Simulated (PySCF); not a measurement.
C₄H₁₃BSi, SMILES CC(C[SiH2]B)C at its GFN2-xTB optimised geometry (Å):

```
19

B      0.2431    -2.0307    -1.0502
Si     1.2231    -0.8615     0.1765
C      0.4893     0.9062     0.0000
C     -1.0373     0.9062     0.0000
C     -1.5836     2.3356     0.0000
C     -1.5773     0.1519    -1.2080
H      0.4921    -2.0584    -2.1971
H     -0.4741    -2.8737    -0.6578
H      1.1205    -1.1760     1.6174
H      2.6721    -0.7019    -0.0524
H      0.8476     1.5409     0.8111
H      0.8416     1.3626    -0.9276
H     -1.3878     0.4063     0.9109
H     -1.2401     2.8715    -0.8830
H     -1.2416     2.8737     0.8810
H     -2.6721     2.3345     0.0002
H     -1.1569    -0.8646    -1.2427
H     -2.6620     0.0636    -1.1704
H     -1.2982     0.6570    -2.1316
```

Level of theory: PySCF 2.14.0 with B3LYP/def2-SVP.

Map of the deformation density (molecule minus spherical neutral atoms) (e/bohr³) on the plane z = 0.6 Å:

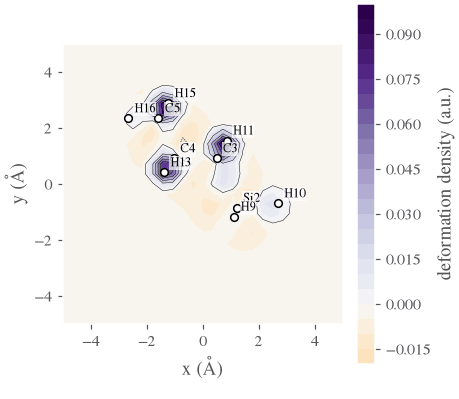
Deformation density (molecule minus spherical neutral atoms) (e/bohr³) on the plane z = 0.6 Å.
